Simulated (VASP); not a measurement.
Band structure of BP (space group F-43m). Level of theory: PBE GGA, VASP's PBE PAW potentials (set 64) (plane waves; VASP 6.6.1).

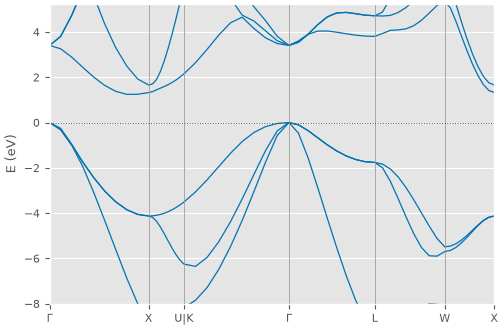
Figure: Bands along high-symmetry lines, zero at the valence-band maximum or, without a gap, the Fermi level

Question: Read the plot: is there a gap, and where are the band edges?

Answer: The gap is indirect, 1.23 eV, from the valence maximum at Γ to the conduction minimum at (0.40, 0.40, 0.00).

The structure comes from a computed database's BP entry; how it stands against other phases isn't given here. The cell was not relaxed at this level.
